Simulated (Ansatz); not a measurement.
## Electronic structure of FGeH$_{3}$···HBr in real space

Input

```
crystal:
  periodic: [false, false, false]
  atoms:
    - { symbol: Ge, position_ang: [-0.564712, -0.190068, -0.789114] }
    - { symbol: Br, position_ang: [0.941507, 1.187631, 2.303341] }
    - { symbol: H, position_ang: [-1.071816, -1.017659, -1.983711] }
    - { symbol: H, position_ang: [-1.53725, -0.229566, 0.396894] }
    - { symbol: H, position_ang: [-0.150837, 1.229204, -1.202309] }
    - { symbol: H, position_ang: [1.473226, 0.03764, 1.545878] }
    - { symbol: F, position_ang: [0.909881, -1.017181, -0.270979] }
basis:
  gaussian: { orbitals: def2-SVP }
hamiltonian:
  xc: b3lyp
relax:
  f_tol: 0.03
  max_steps: 50
output:
  orbitals: {}
```

Run with:

```sh
ansatz run input.yaml --threads 2 --pin off --max-ram 3072MiB --backend cpu --events-out ev --progress --plain --runs-dir out
```

The fields are those of the relaxed geometry.

These are results of Ansatz 0.2.0, RKS B3LYP/def2-SVP, not measurements.

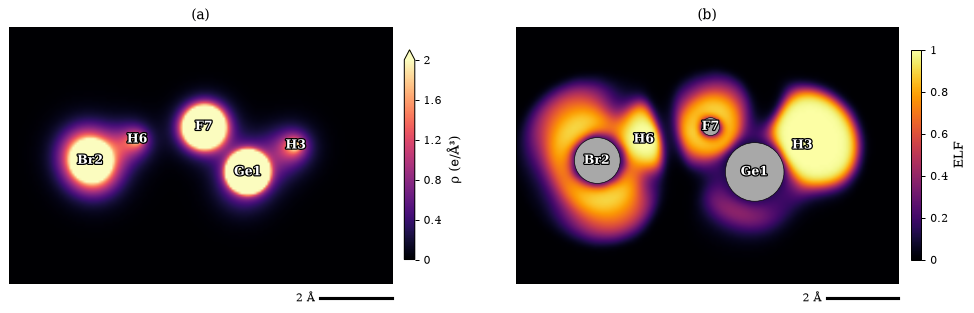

Figure 1. (a) total electron density; (b) electron localisation function on the plane of atoms H3, Ge1 and F7. Grey discs cover the atomic cores in the ELF map.

### Read the bonding off the picture.

The plane passes through Ge, Br, H and F nuclei.
F7···H6 (1.90 Å): the density falls to about 0.17 e/Å³ on the way; the ELF dips to about 0.10 between them.
Ge–F (1.77 Å): the density is about 0.83 e/Å³ at the midpoint; the ELF peaks at about 0.80 in the valence shell of F, 0.5 Å from its nucleus, and is about 0.25 at the midpoint.
Br–H (1.44 Å): the density is about 1.6 e/Å³ at the midpoint; the ELF climbs to about 1 towards the hydrogen, as it does in any bond to H.
Ge–H (1.54 Å): the density is about 1.1 e/Å³ at the midpoint; the ELF climbs to about 1 towards the hydrogen.
The ELF also peaks beside Br2 and F7, away from the bonds: lone-pair regions.

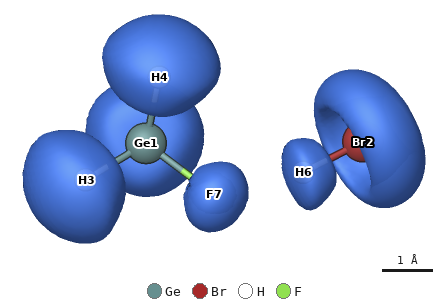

Figure 2. Isosurface of the ELF at 0.8 (blue), seen at a tilt. Core shells and regions of very low density are left out.

### What do the ELF domains correspond to?

The surface consists of four regions around hydrogen nuclei, one ring or bowl of non-bonding electrons around Br and one region wrapped around F (its valence shell).

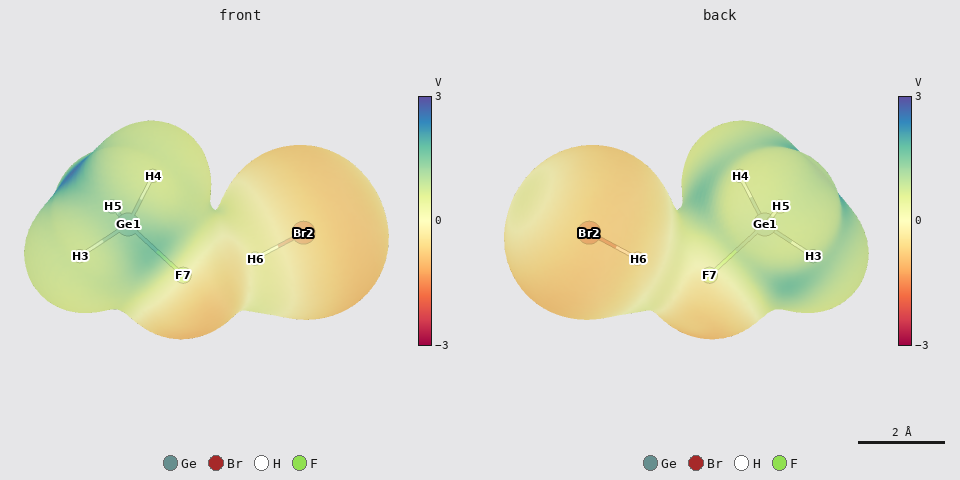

Figure 3. The electrostatic potential painted on the density surface at 0.002 e/bohr³, seen from the front and from behind; red is negative and blue positive.

### Which sites attract a positive test charge, and which a negative one?

A positive charge is drawn to the negative regions and a negative charge to the positive ones. The most negative region (about −0.9 V) lies over Br2 and F7, the most positive (about +2.5 V) over Ge1. Br2 shows a σ-hole: about +0.3 V at the tip opposite its bond, against about −0.8 V on its flanks.
